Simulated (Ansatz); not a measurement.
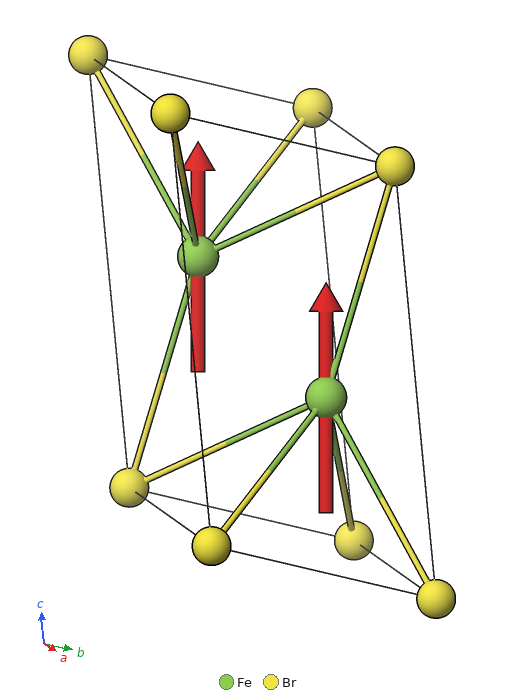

This ball-and-stick model is shown slightly off an axis. The cell (the run's own, in a reduced setting) is drawn as a box. Arrows are the site magnetic moments above 0.25 μB (those induced on non-metal atoms are left out); longer means larger, and red and blue are up and down (without spin-orbit coupling the axis itself is arbitrary).

This is the state reached for Fe2Br. The numbers come from Ansatz, DFT PBE, scalar-relativistic, plane waves, PAW, using E_cut = 420 eV, k-points about 0.14 Å⁻¹ apart, Gaussian smearing of 0.1 eV, collinear spins.

**Describe the spin arrangement.**

Ferromagnetic (within this cell). Site moments: 2 Fe +2.8 μB. The net spin moment of the whole cell is 5.8 μB.

The model was built from a textbook structure type filled with these elements (whether it is the usual form wasn't checked). It is drawn as it came out of a relaxation with DFT PBE, scalar-relativistic, plane waves, PAW (Ansatz).
